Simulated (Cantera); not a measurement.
Input: 1 mol SiO2, 0.67 mol CH4, 0.8 mol N2, held at 75.0 Torr.

These are equilibrium values from Cantera (NASA tables, ideal gas, pure condensed phases), not measurements of a reactor. Candidate condensed phases: C, C6H6, C7H8, C8H18, H2O, Si, SiC, SiO2, Si2N2O, Si3N4; 151 gas species. N2 is the only nitrogen source here; it is nearly inert below about 1500 K, so the nitride shown seldom forms there in practice. Mutual solubility and eutectic melting of coexisting phases are not modelled. The tables hold silica as quartz up to 1696 K and as liquid above; real silica turns to tridymite and cristobalite and melts near 1996 K. Kinetics and transport are ignored.

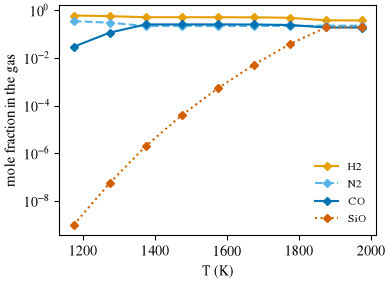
Fig. 1. Equilibrium gas composition (values under 1e-9 drawn at 1e-9)

Read off the mole fractions at 1575 K.

H2 about 0.52, CO about 0.26, N2 about 0.22, SiO about 0.00053.
